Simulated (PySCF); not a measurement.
# One shape, several levels: quartet F2O+

We compute a comparison of 6 runs (UB3LYP/6-31G*, UBHLYP/cc-pVTZ, UBLYP/cc-pVTZ, UM06-2X/cc-pVTZ, UPBE0/cc-pVTZ, UCCSD(T)/cc-pVTZ) of quartet F2O+. Input form: a Python script.

The calculation is run with PySCF 2.14.0.

## Step 1: The molecule

F2O+: 3 atoms, total charge +1, spin state quartet. SMILES of the parent species: `F[O+]F`. The coordinates come from a PBE0-D4/def2-TZVP relaxation. That shape belongs to the parent species and isn't relaxed for this state.

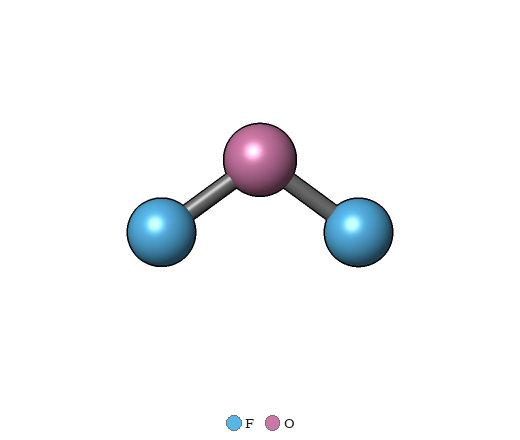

The structure, seen from a chosen angle (fluorine blue, oxygen pink).

## Step 2: The energy at UB3LYP/6-31G(d) (spherical functions) (run 1)

Contents of run.py:

```python
from pyscf import gto, dft

mol = gto.M(
    atom='''
F      1.738926    -0.583944     0.894615
O      0.001209     0.954709     0.105201
F     -1.740135    -0.370745    -0.999835
''',
    basis='6-31g*',
    unit='bohr',
    max_memory=1860,
    verbose=3,
    charge=1,
    spin=3,
)

calc0 = dft.UKS(mol, xc='b3lyp')
calc0.conv_tol = 1e-10
calc0.grids.level = 5
calc0.kernel()
if not calc0.converged:
    calc0 = calc0.newton().run(calc0.mo_coeff, calc0.mo_occ)

energy = calc0.e_tot
print('Final energy', energy)
```

Run with:

```console
$ OMP_NUM_THREADS=1 python run.py
```

What it wrote:

```text
WARN: HOMO -0.0374610494183822 >= LUMO -0.451178032917742

WARN: HOMO -0.624690165124317 >= LUMO -0.744960971427944

WARN: HOMO -0.567419140894146 >= LUMO -0.729922655101702

WARN: HOMO -0.533329493358736 >= LUMO -0.692589719504531

WARN: HOMO -0.540922312765121 >= LUMO -0.693341102043638

WARN: HOMO -0.541039473095427 >= LUMO -0.692857554781839

WARN: HOMO -0.541111703135553 >= LUMO -0.692389574724523

WARN: HOMO -0.541180645179181 >= LUMO -0.69232482057759

WARN: HOMO -0.541165896195047 >= LUMO -0.692290571598836

WARN: HOMO -0.541159826901419 >= LUMO -0.692291378815013

WARN: HOMO -0.541159998530072 >= LUMO -0.692292277466953

WARN: HOMO -0.541160212651298 >= LUMO -0.692291915352182

WARN: HOMO -0.541160545884162 >= LUMO -0.692293972656553

WARN: HOMO -0.541159392523102 >= LUMO -0.692292315463345

WARN: HOMO -0.54115992967182 >= LUMO -0.692292762382396

WARN: HOMO -0.541159676009225 >= LUMO -0.692292540310614

converged SCF energy = -273.905622566466  <S^2> = 3.7643783  2S+1 = 4.0071827
Final energy -273.90562256646615
```

Run time: 14 s. Hardware: 1 thread of Arm Neoverse N1, shared host; peak memory 0.26 GiB.

## Step 3: The energy at UBHLYP/cc-pVTZ (run 2)

Contents of calc.py:

```python
from pyscf import gto, dft

mol = gto.Mole()
mol.atom = '''
F      1.738926    -0.583944     0.894615
O      0.001209     0.954709     0.105201
F     -1.740135    -0.370745    -0.999835
'''
mol.charge = 1
mol.max_memory = 1860
mol.verbose = 3
mol.spin = 3
mol.basis = 'cc-pvtz'
mol.unit = 'bohr'
mol.build()

ks = dft.UKS(mol, xc='bhandhlyp')
ks.conv_tol = 1e-10
ks.grids.level = 5
ks.kernel()
if not ks.converged:
    ks = ks.newton().run(ks.mo_coeff, ks.mo_occ)

e_tot = ks.e_tot
print('Final energy', e_tot)
```

Run with:

```console
$ OMP_NUM_THREADS=1 python calc.py
```

What it wrote:

```text
WARN: HOMO -0.0248012698884654 >= LUMO -0.495320079734839

WARN: HOMO -0.668611874698188 >= LUMO -0.688258973218595

WARN: HOMO -0.634802542707121 >= LUMO -0.640435376409172

converged SCF energy = -273.887250868605  <S^2> = 3.7967079  2S+1 = 4.0232862
Final energy -273.8872508686047
```

It took 33 s on 1 thread of Arm Neoverse N1, shared host; peak memory 0.44 GiB.

## Step 4: A single-point energy at UBLYP/cc-pVTZ (run 3)

Contents of calc.py:

```python
from pyscf import gto, dft

mol = gto.M(
    atom=[
    ('F', (0.920200, -0.309010, 0.473410)),
    ('O', (0.000640, 0.505210, 0.055670)),
    ('F', (-0.920840, -0.196190, -0.529090)),
],
    basis='cc-pvtz',
    charge=1,
    max_memory=1860,
    spin=3,
    verbose=4,
)

mf = dft.UKS(mol)
mf.xc = 'blyp'
mf.conv_tol = 1e-10
mf.grids.level = 5
mf.kernel()
if not mf.converged:
    mf = mf.newton().run(mf.mo_coeff, mf.mo_occ)

e_final = mf.e_tot
print('E = %.10f Eh' % e_final)
```

Run with:

```console
$ OMP_NUM_THREADS=1 python calc.py
```

What it wrote:

```text
PySCF version 2.14.0

[... 72 lines left out ...]
WARN: HOMO -0.47307590756988 >= LUMO -0.731236126021589
[... 29 lines left out ...]
WARN: HOMO -0.472150386943103 >= LUMO -0.72685271716325
[... 29 lines left out ...]
WARN: HOMO -0.471638366270192 >= LUMO -0.727062297184956
[... 29 lines left out ...]
WARN: HOMO -0.471596448155333 >= LUMO -0.727019770453618
[... 20 lines left out ...]
SCF not converged.
SCF energy = -274.040200330491 after 50 cycles  <S^2> = 3.7560924  2S+1 = 4.0030451
[... 53 lines left out ...]
WARN: HOMO -0.471596172523482 >= LUMO -0.727019350171484

Initial guess E= -274.040200330491  |g|= 0.000194727
macro= 0  E= -274.040200345574  delta_E= -1.50834e-08  |g|= 0.000194727  1 KF 3 JK
macro= 1  E= -274.040200345573  delta_E= 7.95808e-13  |g|= 2.3407e-06  1 KF 2 JK
Canonicalize SCF orbitals
macro X = 2  E=-274.040200345573  |g|= 2.3407e-06  total 3 KF 8 JK

WARN: HOMO -0.47159613301321246 > LUMO -0.7270198478167764 was found in the canonicalized orbitals.

converged SCF energy = -274.040200345573  <S^2> = 3.7560924  2S+1 = 4.0030451
E = -274.0402003456 Eh
```

It took 51 s on 1 thread of Arm Neoverse N1, shared host; peak memory 0.58 GiB.

Runs 4 to 5 aren't shown in full; the table further down has their settings and results.

## Step 5: A single-point energy at UCCSD(T)/cc-pVTZ (run 6)

Contents of calc.py:

```python
from pyscf import gto, cc

mol = gto.M(
    atom='''
F      1.738926    -0.583944     0.894615
O      0.001209     0.954709     0.105201
F     -1.740135    -0.370745    -0.999835
''',
    charge=1,
    basis='cc-pvtz',
    max_memory=1860,
    spin=3,
    unit='bohr',
    verbose=3,
)

mf = mol.UHF()
mf.conv_tol = 1e-10
mf.kernel()
if not mf.converged:
    mf = mf.newton().run(mf.mo_coeff, mf.mo_occ)

mycc = cc.CCSD(mf, frozen=3)
mycc.kernel()
e_t = mycc.ccsd_t()
energy = mycc.e_tot + e_t
print(f'total energy: {energy:.8f} hartree')
```

Run with:

```console
$ OMP_NUM_THREADS=1 python calc.py
```

What it wrote:

```text
WARN: HOMO 0.0362861701746073 >= LUMO -0.54048619319569

converged SCF energy = -272.852100113798  <S^2> = 3.9005013  2S+1 = 4.0745558
E(UCCSD) = -273.5605056550086  E_corr = -0.7084055412105972
UCCSD(T) correction = -0.0371776942906528
total energy: -273.59768335 hartree
```

Wall time 5.5 min (1 thread of Arm Neoverse N1, shared host); peak memory 2.6 GiB.

## Step 6: All runs side by side

```
run                                level  integration grid  frozen core orbitals  energy (Eh)  HOMO energy (eV)   ⟨S²⟩  wall time
  1  UB3LYP/6-31G* (spherical functions)                 5                     –  -273.905623            -14.73  3.764       14 s
  2                       UBHLYP/cc-pVTZ                 5                     –  -273.887251            -17.60  3.797       33 s
  3                        UBLYP/cc-pVTZ                 5                     –  -274.040200            -12.83  3.756       51 s
  4                      UM06-2X/cc-pVTZ                 5                     –  -273.891323            -17.16  3.774       75 s
  5                        UPBE0/cc-pVTZ                 5                     –  -273.759160            -15.17  3.770       33 s
  6                     UCCSD(T)/cc-pVTZ                 –                     3  -273.597683            -21.71  3.901    5.5 min
```

## Step 7: What came out

| quantity | value |
| --- | --- |
| run 6: total energy | -273.59768 Eh |
| run 6: HOMO energy (Hartree–Fock orbitals) (highest over α and β) | -21.71 eV |
| run 6: LUMO energy (Hartree–Fock orbitals) (lowest over α and β) | -12.44 eV |
| run 6: correlation energy (3 core orbitals frozen) | -745.6 mEh |
| run 6: (T) correction | -37.18 mEh |
| run 6: ⟨S²⟩ | 3.901 |
| run 6: T1 diagnostic | 0.046 |

Totals of different functionals can't be ranked against each other. Spin contamination: run 6 ⟨S²⟩ = 3.90. All runs together took 9 min, the longest 5.5 min.
